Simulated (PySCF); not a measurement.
# C2H6GeOSi: core binding energies at several levels of theory, part 2 of 3

PySCF 2.14.0. Atoms count from 0. Earlier steps stand in the parts before.

## 5. Core holes by ΔSCF: PBE, X2C

The job: settings as JSON, then the geometry in Å.

```
{"job": {"kind": "xps", "xc": "PBE"}, "charge": 0, "multiplicity": 1}
C      0.120471     1.540260     0.088261
C     -1.066267     0.897147    -0.031426
Si    -1.017593    -0.954532    -0.130555
Ge     1.350604    -0.871076     0.051570
O      1.326492     0.979302     0.141462
H      0.175616     2.636174     0.153767
H     -1.974754     1.503679    -0.060904
H     -1.497278    -1.549167    -1.415840
H     -1.678293    -1.682335     0.996054
H      2.241494    -1.193660    -1.158918
H      2.047715    -1.319381     1.346456
```

Method: delta-SCF UKS PBE, pcX-2 on the ionised atom, pcseg-1 elsewhere, spin-free X2C.

The program printed:

```text
ground state, core basis on atom 0 (C), 148 functions
  cycle   1  E = -2538.38937935  |g| = 7.03e-01
  cycle   2  E = -2537.85682666  |g| = 1.69e+00
  cycle   3  E = -2538.46009238  |g| = 3.77e-01
  cycle   4  E = -2538.49238983  |g| = 1.48e-01
  cycle   5  E = -2538.49808299  |g| = 3.79e-02
  cycle   6  E = -2538.49836167  |g| = 1.51e-02
  cycle   7  E = -2538.49843346  |g| = 2.24e-03
  cycle   8  E = -2538.49843387  |g| = 6.86e-04
  cycle   9  E = -2538.49843275  |g| = 1.24e-04
  E(ground) = -2538.50201131 Eh
hole in C 1s of atom 0
  cycle   1  E = -2527.22725085  |g| = 1.53e+00
  cycle   2  E = -2524.73680547  |g| = 2.66e+00
  cycle   3  E = -2527.58571088  |g| = 6.07e-01
  cycle   4  E = -2527.51186374  |g| = 7.88e-01
  cycle   5  E = -2527.77071216  |g| = 2.36e-01
  cycle   6  E = -2527.79370687  |g| = 1.16e-01
  cycle   7  E = -2527.80043114  |g| = 4.03e-02
  cycle   8  E = -2527.80131644  |g| = 5.32e-03
  cycle   9  E = -2527.80133853  |g| = 2.31e-03
  cycle  10  E = -2527.80134401  |g| = 9.41e-04
  cycle  11  E = -2527.80134569  |g| = 3.60e-04
  E(ion) = -2527.80498182 Eh   <S^2> = 0.7783   hole on atom = 1.000   binding energy = 291.081 eV
ground state, core basis on atom 1 (C), 148 functions
  cycle   1  E = -2538.49659565  |g| = 7.41e-02
  cycle   2  E = -2538.49596215  |g| = 5.29e-02
  cycle   3  E = -2538.49518240  |g| = 7.50e-02
  cycle   4  E = -2538.49663237  |g| = 2.02e-02
  cycle   5  E = -2538.49671270  |g| = 1.03e-03
  cycle   6  E = -2538.49671377  |g| = 3.42e-04
  E(ground) = -2538.50009735 Eh
hole in C 1s of atom 1
  cycle   1  E = -2527.30355184  |g| = 1.53e+00
  cycle   2  E = -2525.68631623  |g| = 2.37e+00
  cycle   3  E = -2527.66254865  |g| = 7.34e-01
  cycle   4  E = -2527.68416879  |g| = 7.14e-01
  cycle   5  E = -2527.88523343  |g| = 9.51e-02
  cycle   6  E = -2527.88963366  |g| = 2.48e-02
  cycle   7  E = -2527.89000483  |g| = 9.10e-03
  cycle   8  E = -2527.89004364  |g| = 3.02e-03
  cycle   9  E = -2527.89004747  |g| = 7.24e-04
  cycle  10  E = -2527.89004808  |g| = 2.12e-04
  E(ion) = -2527.89346610 Eh   <S^2> = 0.7652   hole on atom = 1.000   binding energy = 288.621 eV
ground state, core basis on atom 2 (Si), 159 functions
  cycle   1  E = -2538.56026759  |g| = 2.66e-01
  cycle   2  E = -2538.56021119  |g| = 4.36e-02
  cycle   3  E = -2538.55998667  |g| = 4.56e-02
  cycle   4  E = -2538.56041936  |g| = 1.38e-02
  cycle   5  E = -2538.56046374  |g| = 6.05e-03
  cycle   6  E = -2538.56047360  |g| = 1.09e-03
  cycle   7  E = -2538.56047525  |g| = 2.05e-04
  E(ground) = -2538.56439959 Eh
hole in Si 1s of atom 2
  cycle   1  E = -2469.73198749  |g| = 4.42e+00
  cycle   2  E = -2468.88730011  |g| = 2.65e+00
  cycle   3  E = -2469.02233679  |g| = 1.66e+00
  cycle   4  E = -2470.43232425  |g| = 9.07e-01
  cycle   5  E = -2470.69972299  |g| = 5.21e-01
  cycle   6  E = -2470.81600840  |g| = 1.76e-01
  cycle   7  E = -2470.83053255  |g| = 7.11e-02
  cycle   8  E = -2470.83307594  |g| = 1.75e-02
  cycle   9  E = -2470.83321593  |g| = 5.28e-03
  cycle  10  E = -2470.83323128  |g| = 1.08e-03
  cycle  11  E = -2470.83323176  |g| = 2.58e-04
  E(ion) = -2470.83712684 Eh   <S^2> = 0.7515   hole on atom = 1.000   binding energy = 1842.953 eV
hole in Si 2p of atom 2
  cycle   1  E = -2534.31716304  |g| = 1.23e+00
  cycle   2  E = -2533.54471875  |g| = 1.58e+00
  cycle   3  E = -2534.34921200  |g| = 7.45e-01
  cycle   4  E = -2534.60616974  |g| = 3.46e-01
  cycle   5  E = -2534.64656598  |g| = 1.63e-01
  cycle   6  E = -2534.66036864  |g| = 5.33e-02
  cycle   7  E = -2534.66199241  |g| = 7.29e-03
  cycle   8  E = -2534.66200754  |g| = 5.54e-03
  cycle   9  E = -2534.66202141  |g| = 9.96e-04
  cycle  10  E = -2534.66202132  |g| = 1.14e-04
  E(ion) = -2534.66593906 Eh   <S^2> = 0.7526   hole on atom = 1.002   binding energy = 106.083 eV
  2p3/2 = 105.829 eV   2p1/2 = 106.454 eV
ground state, core basis on atom 4 (O), 148 functions
  cycle   1  E = -2538.52355209  |g| = 1.18e-01
  cycle   2  E = -2538.52089330  |g| = 1.22e-01
  cycle   3  E = -2538.52082069  |g| = 1.21e-01
  cycle   4  E = -2538.52383887  |g| = 2.03e-02
  cycle   5  E = -2538.52396872  |g| = 4.37e-03
  cycle   6  E = -2538.52397148  |g| = 8.91e-04
  cycle   7  E = -2538.52397272  |g| = 2.20e-04
  E(ground) = -2538.52782850 Eh
hole in O 1s of atom 4
  cycle   1  E = -2517.93994469  |g| = 2.26e+00
  cycle   2  E = -2516.45055554  |g| = 2.77e+00
  cycle   3  E = -2518.40278953  |g| = 8.28e-01
  cycle   4  E = -2518.42846160  |g| = 7.83e-01
  cycle   5  E = -2518.78481895  |g| = 1.18e-01
  cycle   6  E = -2518.79010209  |g| = 2.97e-02
  cycle   7  E = -2518.79058603  |g| = 8.19e-03
  cycle   8  E = -2518.79063029  |g| = 2.00e-03
  cycle   9  E = -2518.79063328  |g| = 5.78e-04
  cycle  10  E = -2518.79063378  |g| = 1.67e-04
  E(ion) = -2518.79465480 Eh   <S^2> = 0.7573   hole on atom = 1.000   binding energy = 536.967 eV
```

It took 20 s on 1 thread of Arm Neoverse V2, shared host; peak memory 0.55 GiB.

The holes in one table. −ε is the ground-state orbital energy:

```
       hole  stands for                                         environment  ΔSCF (eV; 2p as the shell's mean)  −ε (eV)   ⟨S²⟩
  C1s on C0          C0                        alkene carbon bearing oxygen                             291.08    270.8  0.778
  C1s on C1          C1       β carbon of an enol-ether or enamine type C=C                             288.62    268.7  0.765
Si1s on Si2         Si2  silicon bonded to C, Ge, 2 H, in a 5-membered ring                            1842.95   1783.6  0.752
Si2p on Si2         Si2  silicon bonded to C, Ge, 2 H, in a 5-membered ring                             106.04     94.2  0.753
  O1s on O4          O4        oxygen bonded to C, Ge, in a 5-membered ring                             536.97    511.1  0.757
```

With the spin-orbit splitting: Si2 2p3/2 105.83, 2p1/2 106.45 eV. The table gives each 2p level as the mean over the whole 2p shell (two parts 2p3/2, one part 2p1/2), which differs a little from the single hole in the log.

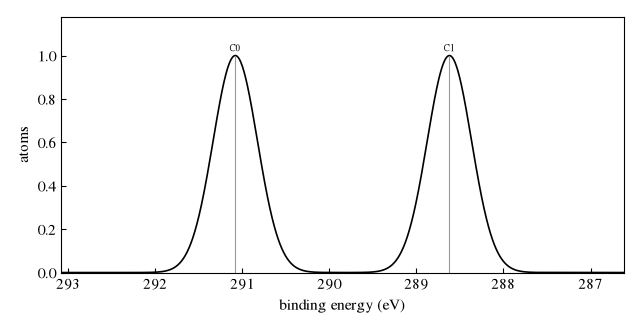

The C1s photoelectron lines, weighted by the number of atoms. Lines are broadened to a width of 0.60 eV (Gaussian).

## 6. Core-electron binding energies: HF, X2C

Settings changed since step 5:

```diff
@@ -1,2 +1,2 @@
-{"job": {"kind": "xps", "xc": "PBE"}, "charge": 0, "multiplicity": 1}
+{"job": {"kind": "xps", "xc": "HF"}, "charge": 0, "multiplicity": 1}
 C      0.120471     1.540260     0.088261
```

With the program's defaults for keys left out, this is: delta-SCF UKS HF, pcX-2 on the ionised atom, pcseg-1 elsewhere, spin-free X2C.

The program printed:

```text
ground state, core basis on atom 0 (C), 148 functions
  cycle   1  E = -2535.83925609  |g| = 5.40e-01
  cycle   2  E = -2535.90599228  |g| = 3.11e-01
  cycle   3  E = -2535.92508386  |g| = 7.96e-02
  cycle   4  E = -2535.92701142  |g| = 1.97e-02
  cycle   5  E = -2535.92713801  |g| = 5.20e-03
  cycle   6  E = -2535.92714971  |g| = 1.53e-03
  cycle   7  E = -2535.92715104  |g| = 3.97e-04
  E(ground) = -2535.92715104 Eh
hole in C 1s of atom 0
  cycle   1  E = -2524.61005457  |g| = 1.49e+00
  cycle   2  E = -2524.86660237  |g| = 9.69e-01
  cycle   3  E = -2525.17571320  |g| = 1.52e-01
  cycle   4  E = -2525.18783692  |g| = 4.91e-02
  cycle   5  E = -2525.19006872  |g| = 2.95e-02
  cycle   6  E = -2525.19239979  |g| = 2.61e-02
  cycle   7  E = -2525.19461550  |g| = 2.43e-02
  cycle   8  E = -2525.19692736  |g| = 2.35e-02
  cycle   9  E = -2525.20372220  |g| = 1.39e-02
  cycle  10  E = -2525.20507672  |g| = 4.27e-03
  cycle  11  E = -2525.20506261  |g| = 3.37e-03
  cycle  12  E = -2525.20510035  |g| = 1.35e-03
  cycle  13  E = -2525.20510220  |g| = 1.00e-03
  cycle  14  E = -2525.20510528  |g| = 6.14e-04
  cycle  15  E = -2525.20510714  |g| = 6.28e-05
  E(ion) = -2525.20510714 Eh   <S^2> = 1.2532   hole on atom = 1.000   binding energy = 291.762 eV
ground state, core basis on atom 1 (C), 148 functions
  cycle   1  E = -2535.92519241  |g| = 2.79e-02
  cycle   2  E = -2535.92528012  |g| = 6.84e-03
  cycle   3  E = -2535.92528898  |g| = 4.12e-03
  cycle   4  E = -2535.92529288  |g| = 5.89e-04
  cycle   5  E = -2535.92529301  |g| = 2.69e-04
  E(ground) = -2535.92529301 Eh
hole in C 1s of atom 1
  cycle   1  E = -2524.71603178  |g| = 1.50e+00
  cycle   2  E = -2525.02364005  |g| = 8.94e-01
  cycle   3  E = -2525.29301620  |g| = 1.39e-01
  cycle   4  E = -2525.30109206  |g| = 5.33e-02
  cycle   5  E = -2525.30253081  |g| = 2.00e-02
  cycle   6  E = -2525.30324455  |g| = 1.16e-02
  cycle   7  E = -2525.30358585  |g| = 6.50e-03
  cycle   8  E = -2525.30374357  |g| = 3.69e-03
  cycle   9  E = -2525.30380268  |g| = 1.47e-03
  cycle  10  E = -2525.30381367  |g| = 5.42e-04
  cycle  11  E = -2525.30381465  |g| = 2.26e-04
  E(ion) = -2525.30381465 Eh   <S^2> = 0.8107   hole on atom = 1.000   binding energy = 289.025 eV
ground state, core basis on atom 2 (Si), 159 functions
  cycle   1  E = -2535.98939566  |g| = 7.27e-02
  cycle   2  E = -2535.98959842  |g| = 8.25e-03
  cycle   3  E = -2535.98961274  |g| = 3.56e-03
  cycle   4  E = -2535.98961625  |g| = 1.02e-03
  cycle   5  E = -2535.98961670  |g| = 4.08e-04
  E(ground) = -2535.98961670 Eh
hole in Si 1s of atom 2
  cycle   1  E = -2467.04110076  |g| = 4.32e+00
  cycle   2  E = -2467.97703962  |g| = 1.04e+00
  cycle   3  E = -2468.10048311  |g| = 1.19e-01
  cycle   4  E = -2468.10550325  |g| = 4.38e-02
  cycle   5  E = -2468.10640149  |g| = 1.03e-02
  cycle   6  E = -2468.10647519  |g| = 4.08e-03
  cycle   7  E = -2468.10650095  |g| = 2.09e-03
  cycle   8  E = -2468.10651139  |g| = 1.24e-03
  cycle   9  E = -2468.10651666  |g| = 6.03e-04
  cycle  10  E = -2468.10651825  |g| = 3.27e-04
  E(ion) = -2468.10651825 Eh   <S^2> = 0.7555   hole on atom = 1.000   binding energy = 1847.193 eV
hole in Si 2p of atom 2
  cycle   1  E = -2531.75201829  |g| = 1.21e+00
  cycle   2  E = -2532.03802228  |g| = 4.35e-01
  cycle   3  E = -2532.08343389  |g| = 5.23e-02
  cycle   4  E = -2532.08472036  |g| = 2.75e-02
  cycle   5  E = -2532.08516256  |g| = 8.60e-03
  cycle   6  E = -2532.08527354  |g| = 4.94e-03
  cycle   7  E = -2532.08533694  |g| = 2.53e-03
  cycle   8  E = -2532.08535712  |g| = 1.15e-03
  cycle   9  E = -2532.08536166  |g| = 4.63e-04
  E(ion) = -2532.08536166 Eh   <S^2> = 0.7672   hole on atom = 1.002   binding energy = 106.240 eV
  2p3/2 = 106.022 eV   2p1/2 = 106.616 eV
ground state, core basis on atom 4 (O), 148 functions
  cycle   1  E = -2535.95620570  |g| = 4.04e-02
  cycle   2  E = -2535.95639217  |g| = 1.05e-02
  cycle   3  E = -2535.95640888  |g| = 6.53e-03
  cycle   4  E = -2535.95641662  |g| = 6.58e-04
  cycle   5  E = -2535.95641682  |g| = 2.53e-04
  E(ground) = -2535.95641682 Eh
hole in O 1s of atom 4
  cycle   1  E = -2515.37649353  |g| = 2.21e+00
  cycle   2  E = -2515.87273358  |g| = 1.23e+00
  cycle   3  E = -2516.21513606  |g| = 1.20e-01
  cycle   4  E = -2516.22011030  |g| = 3.58e-02
  cycle   5  E = -2516.22079876  |g| = 1.48e-02
  cycle   6  E = -2516.22106560  |g| = 6.16e-03
  cycle   7  E = -2516.22111774  |g| = 2.51e-03
  cycle   8  E = -2516.22113201  |g| = 1.79e-03
  cycle   9  E = -2516.22114432  |g| = 1.72e-03
  cycle  10  E = -2516.22115326  |g| = 1.73e-03
[... 30 cycles left out ...]
  cycle  41  E = -2516.22075975  |g| = 1.96e-03
  cycle  42  E = -2516.22075581  |g| = 1.98e-03
  cycle  43  E = -2516.22075088  |g| = 1.97e-03
  cycle  44  E = -2516.22060162  |g| = 2.42e-03
  cycle  45  E = -2516.22068122  |g| = 1.91e-03
  cycle  46  E = -2516.22078597  |g| = 1.50e-03
  cycle  47  E = -2516.22072439  |g| = 1.70e-03
  cycle  48  E = -2516.22073994  |g| = 1.64e-03
  cycle  49  E = -2516.22086186  |g| = 1.49e-03
  cycle  50  E = -2516.22054964  |g| = 2.78e-03
hole again with damping 0.5
  cycle   1  E = -2515.37649353  |g| = 2.21e+00
  cycle   2  E = -2515.87273358  |g| = 1.23e+00
  cycle   3  E = -2516.20575678  |g| = 2.36e-01
  cycle   4  E = -2516.21904482  |g| = 5.97e-02
  cycle   5  E = -2516.22012814  |g| = 3.11e-02
  cycle   6  E = -2516.22078940  |g| = 1.57e-02
  cycle   7  E = -2516.22103069  |g| = 7.65e-03
  cycle   8  E = -2516.22111882  |g| = 2.49e-03
  cycle   9  E = -2516.22113252  |g| = 1.90e-03
  cycle  10  E = -2516.22114220  |g| = 1.73e-03
[... 60 cycles left out ...]
  cycle  71  E = -2516.22069821  |g| = 2.10e-03
  cycle  72  E = -2516.22070304  |g| = 2.05e-03
  cycle  73  E = -2516.22072631  |g| = 1.94e-03
  cycle  74  E = -2516.22095059  |g| = 1.75e-03
  cycle  75  E = -2516.22047449  |g| = 3.44e-03
  cycle  76  E = -2516.22045123  |g| = 3.55e-03
  cycle  77  E = -2516.22043624  |g| = 3.60e-03
  cycle  78  E = -2516.22042837  |g| = 3.67e-03
  cycle  79  E = -2516.22070305  |g| = 2.00e-03
  cycle  80  E = -2516.22037358  |g| = 4.03e-03
hole again, all orbitals by overlap
  cycle   1  E = -2515.37649353  |g| = 2.21e+00
  cycle   2  E = -2515.87273358  |g| = 1.23e+00
  cycle   3  E = -2516.20575678  |g| = 2.36e-01
  cycle   4  E = -2516.21904482  |g| = 5.97e-02
  cycle   5  E = -2516.22012814  |g| = 3.11e-02
  cycle   6  E = -2516.22078940  |g| = 1.57e-02
  cycle   7  E = -2516.22103069  |g| = 7.65e-03
  cycle   8  E = -2516.22111882  |g| = 2.49e-03
  cycle   9  E = -2516.22113252  |g| = 1.90e-03
  cycle  10  E = -2516.22114220  |g| = 1.73e-03
[... 60 cycles left out ...]
  cycle  71  E = -2516.22069821  |g| = 2.10e-03
  cycle  72  E = -2516.22070304  |g| = 2.05e-03
  cycle  73  E = -2516.22072631  |g| = 1.94e-03
  cycle  74  E = -2516.22095059  |g| = 1.75e-03
  cycle  75  E = -2516.22047449  |g| = 3.44e-03
  cycle  76  E = -2516.22045123  |g| = 3.55e-03
  cycle  77  E = -2516.22043624  |g| = 3.60e-03
  cycle  78  E = -2516.22042837  |g| = 3.67e-03
  cycle  79  E = -2516.22070305  |g| = 2.00e-03
  cycle  80  E = -2516.22037358  |g| = 4.03e-03
  E(ion) = -2516.22037358 Eh   <S^2> = 0.8811   hole on atom = 1.000   binding energy = 537.045 eV
```

Wall time 92 s (1 thread of Arm Neoverse V2, shared host); peak memory 0.6 GiB.

**What went wrong.** The run did not converge. Numbers from the part that failed are no properties of the molecule.

## 7. X-ray photoelectron lines: SCAN, X2C

Settings changed since step 6:

```diff
@@ -1,2 +1,2 @@
-{"job": {"kind": "xps", "xc": "HF"}, "charge": 0, "multiplicity": 1}
+{"job": {"kind": "xps", "basis": "pcX-1"}, "charge": 0, "multiplicity": 1}
 C      0.120471     1.540260     0.088261
```

Method: delta-SCF UKS SCAN, pcX-1 on the ionised atom, pcseg-1 elsewhere, spin-free X2C.

The program printed:

```text
ground state, core basis on atom 0 (C), 127 functions
  cycle   1  E = -2538.92038371  |g| = 6.42e-01
  cycle   2  E = -2538.66182328  |g| = 1.25e+00
  cycle   3  E = -2538.99363969  |g| = 2.62e-01
  cycle   4  E = -2539.00846408  |g| = 9.91e-02
  cycle   5  E = -2539.01115326  |g| = 2.47e-02
  cycle   6  E = -2539.01128928  |g| = 9.63e-03
  cycle   7  E = -2539.01131644  |g| = 1.35e-03
  cycle   8  E = -2539.01131534  |g| = 5.27e-04
  cycle   9  E = -2539.01131554  |g| = 1.03e-04
  E(ground) = -2539.18105639 Eh
hole in C 1s of atom 0
  cycle   1  E = -2527.69925445  |g| = 1.51e+00
  cycle   2  E = -2526.10622773  |g| = 2.24e+00
  cycle   3  E = -2528.12065278  |g| = 5.15e-01
  cycle   4  E = -2528.10163760  |g| = 5.90e-01
  cycle   5  E = -2528.26246099  |g| = 1.70e-01
  cycle   6  E = -2528.27657107  |g| = 5.46e-02
  cycle   7  E = -2528.27831758  |g| = 2.11e-02
  cycle   8  E = -2528.27878958  |g| = 9.64e-03
  cycle   9  E = -2528.27906014  |g| = 7.63e-03
  cycle  10  E = -2528.27926404  |g| = 3.54e-03
  cycle  11  E = -2528.27928757  |g| = 1.16e-03
  cycle  12  E = -2528.27929334  |g| = 5.92e-04
  cycle  13  E = -2528.27929621  |g| = 1.99e-04
  E(ion) = -2528.44790068 Eh   <S^2> = 0.8706   hole on atom = 1.000   binding energy = 292.064 eV
ground state, core basis on atom 1 (C), 127 functions
  cycle   1  E = -2539.01091384  |g| = 5.27e-02
  cycle   2  E = -2539.00843677  |g| = 1.07e-01
  cycle   3  E = -2539.01145802  |g| = 2.04e-02
  cycle   4  E = -2539.01154749  |g| = 6.81e-03
  cycle   5  E = -2539.01155823  |g| = 1.50e-03
  cycle   6  E = -2539.01155421  |g| = 3.10e-04
  E(ground) = -2539.18145291 Eh
hole in C 1s of atom 1
  cycle   1  E = -2527.78587690  |g| = 1.51e+00
  cycle   2  E = -2526.67896407  |g| = 2.05e+00
  cycle   3  E = -2528.18049768  |g| = 6.75e-01
  cycle   4  E = -2528.25812324  |g| = 5.36e-01
  cycle   5  E = -2528.37202054  |g| = 8.84e-02
  cycle   6  E = -2528.37551502  |g| = 1.58e-02
  cycle   7  E = -2528.37567048  |g| = 6.45e-03
  cycle   8  E = -2528.37569579  |g| = 3.10e-03
  cycle   9  E = -2528.37570285  |g| = 1.43e-03
  cycle  10  E = -2528.37570492  |g| = 6.28e-04
  cycle  11  E = -2528.37570859  |g| = 1.62e-04
  E(ion) = -2528.54526135 Eh   <S^2> = 0.7768   hole on atom = 1.000   binding energy = 289.426 eV
ground state, core basis on atom 2 (Si), 139 functions
  cycle   1  E = -2539.10687745  |g| = 1.83e-01
  cycle   2  E = -2539.10579849  |g| = 7.66e-02
  cycle   3  E = -2539.10270804  |g| = 1.31e-01
  cycle   4  E = -2539.10719146  |g| = 2.17e-02
  cycle   5  E = -2539.10729000  |g| = 6.15e-03
  cycle   6  E = -2539.10729791  |g| = 1.06e-03
  cycle   7  E = -2539.10729795  |g| = 1.79e-04
  E(ground) = -2539.23515511 Eh
hole in Si 1s of atom 2
  cycle   1  E = -2470.17693703  |g| = 4.35e+00
  cycle   2  E = -2469.99012821  |g| = 2.23e+00
  cycle   3  E = -2470.27894516  |g| = 1.22e+00
  cycle   4  E = -2471.00084190  |g| = 7.08e-01
  cycle   5  E = -2471.20112924  |g| = 3.03e-01
  cycle   6  E = -2471.24099416  |g| = 1.00e-01
  cycle   7  E = -2471.24561671  |g| = 4.17e-02
  cycle   8  E = -2471.24651871  |g| = 7.33e-03
  cycle   9  E = -2471.24654005  |g| = 3.77e-03
  cycle  10  E = -2471.24655060  |g| = 4.80e-04
  E(ion) = -2471.38271156 Eh   <S^2> = 0.7524   hole on atom = 1.000   binding energy = 1846.359 eV
hole in Si 2p of atom 2
  cycle   1  E = -2534.83173104  |g| = 1.23e+00
  cycle   2  E = -2534.45372468  |g| = 1.26e+00
  cycle   3  E = -2534.96437149  |g| = 5.87e-01
  cycle   4  E = -2535.13710615  |g| = 2.49e-01
  cycle   5  E = -2535.16059860  |g| = 9.86e-02
  cycle   6  E = -2535.16578322  |g| = 3.22e-02
  cycle   7  E = -2535.16635978  |g| = 5.26e-03
  cycle   8  E = -2535.16637097  |g| = 3.54e-03
  cycle   9  E = -2535.16637551  |g| = 5.70e-04
  cycle  10  E = -2535.16637668  |g| = 1.89e-04
  E(ion) = -2535.30568040 Eh   <S^2> = 0.7532   hole on atom = 1.002   binding energy = 106.926 eV
  2p3/2 = 106.690 eV   2p1/2 = 107.311 eV
ground state, core basis on atom 4 (O), 127 functions
  cycle   1  E = -2539.01428470  |g| = 3.86e-02
  cycle   2  E = -2539.01418364  |g| = 3.68e-02
  cycle   3  E = -2539.01460729  |g| = 1.14e-02
  cycle   4  E = -2539.01462962  |g| = 5.97e-03
  cycle   5  E = -2539.01463313  |g| = 1.73e-03
  cycle   6  E = -2539.01463643  |g| = 4.54e-04
  E(ground) = -2539.18172328 Eh
hole in O 1s of atom 4
  cycle   1  E = -2518.39847089  |g| = 2.23e+00
  cycle   2  E = -2517.45236017  |g| = 2.41e+00
  cycle   3  E = -2518.95633491  |g| = 7.25e-01
  cycle   4  E = -2519.01836008  |g| = 6.10e-01
  cycle   5  E = -2519.23706775  |g| = 8.76e-02
  cycle   6  E = -2519.24011808  |g| = 1.83e-02
  cycle   7  E = -2519.24028786  |g| = 6.37e-03
  cycle   8  E = -2519.24031428  |g| = 2.44e-03
  cycle   9  E = -2519.24032326  |g| = 1.52e-03
  cycle  10  E = -2519.24032983  |g| = 1.23e-03
  cycle  11  E = -2519.24033975  |g| = 9.13e-04
  cycle  12  E = -2519.24034968  |g| = 4.09e-04
  E(ion) = -2519.40959781 Eh   <S^2> = 0.7668   hole on atom = 1.000   binding energy = 538.027 eV
```

Run time: 26 s. Hardware: 1 thread of Arm Neoverse V2, shared host; peak memory 0.5 GiB.

The holes in one table. −ε is the ground-state orbital energy:

```
       hole  stands for                                         environment  ΔSCF (eV; 2p as the shell's mean)  −ε (eV)   ⟨S²⟩
  C1s on C0          C0                        alkene carbon bearing oxygen                  292.06 (doubtful)    275.4  0.871
  C1s on C1          C1       β carbon of an enol-ether or enamine type C=C                             289.43    273.1  0.777
Si1s on Si2         Si2  silicon bonded to C, Ge, 2 H, in a 5-membered ring                            1846.36   1793.5  0.752
Si2p on Si2         Si2  silicon bonded to C, Ge, 2 H, in a 5-membered ring                             106.90     96.4  0.753
  O1s on O4          O4        oxygen bonded to C, Ge, in a 5-membered ring                             538.03    516.9  0.767
```

Doubtful: the ion did not converge, its hole moved, or its ⟨S²⟩ is well above 0.75.

With the spin-orbit splitting: Si2 2p3/2 106.69, 2p1/2 107.31 eV. The table gives each 2p level as the mean over the whole 2p shell (two parts 2p3/2, one part 2p1/2), which differs a little from the single hole in the log.

[end of part 2 of 3]
